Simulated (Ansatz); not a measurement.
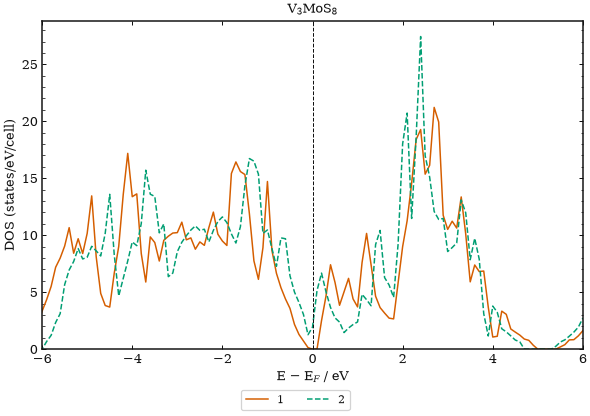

Total densities of states of V₃MoS₈, space group P3m1, 12 atoms in the cell, by two methods on the same cell. Each is counted from its own Fermi level.

Q: Which curve is which? The methods: r2SCAN, PBE.

A: 1 is r2SCAN; 2 is PBE. r2SCAN gives a gap of 0.27 eV and PBE gives a metal with about 3.6 states per eV and cell at the Fermi level.

Settings. r2SCAN: DFT r2SCAN, scalar-relativistic, plane waves, PAW, spin-polarised, 12×12×2 k mesh, 500 eV cutoff, Gaussian smearing of 0.1 eV (Ansatz 0.2.0). PBE: DFT PBE, scalar-relativistic, plane waves, PAW, spin-polarised, 12×12×2 k mesh, 420 eV cutoff, Gaussian smearing of 0.1 eV (Ansatz).

The run may have settled in a state above the lowest, so this need not be the ground state. The structure is an invented one, so it need not be a known or stable phase.
